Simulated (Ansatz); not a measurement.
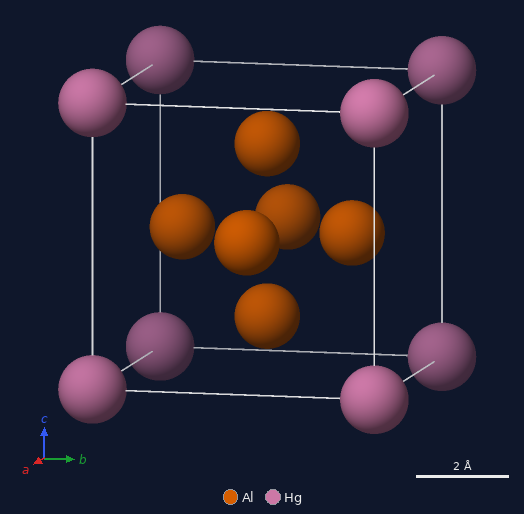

Structure drawing (spheres-only), viewed slightly off an axis. The lines enclose the simulation cell; boundary atoms appear with their images.

```yaml
crystal:
  lattice:
    - [6.30816, 0.00000, 0.00000]
    - [0.00000, 6.30816, 0.00000]
    - [0.00000, 0.00000, 6.30816]
  atoms:
    - { symbol: Al, position: [0.19895, 0.50000, 0.50000] }
    - { symbol: Al, position: [0.50000, 0.80105, 0.50000] }
    - { symbol: Al, position: [0.50000, 0.19895, 0.50000] }
    - { symbol: Al, position: [0.80105, 0.50000, 0.50000] }
    - { symbol: Al, position: [0.50000, 0.50000, 0.19895] }
    - { symbol: Al, position: [0.50000, 0.50000, 0.80105] }
    - { symbol: Hg, position: [0.00000, 0.00000, 0.00000] }
```

Electronic-structure method: DFT PBE, scalar-relativistic, plane waves, PAW in Ansatz 0.2.0. Parameters: E_cut = 420 eV, a 6×6×6 grid in reciprocal space, Gaussian smearing of 0.1 eV, no spin polarisation.

> List the Bader charges.

Al +0.01 e; Hg -0.07 e. Little charge moves, as in a metallic or covalent solid.

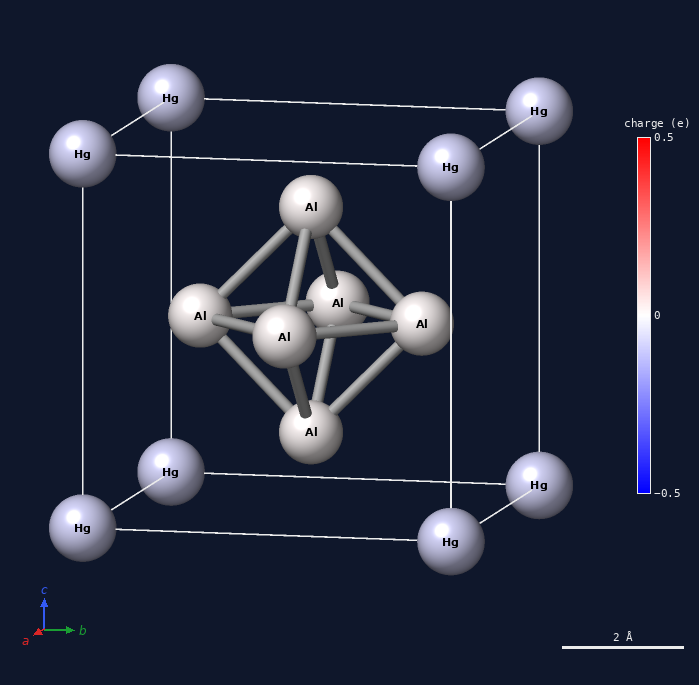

The atoms coloured by those charges.

Provenance: a structure type filled with these elements by a generator (whether the compound takes this form wasn't checked). Earlier steps of the study may have refined or changed the cell and positions. It went into a calculation with Ansatz.
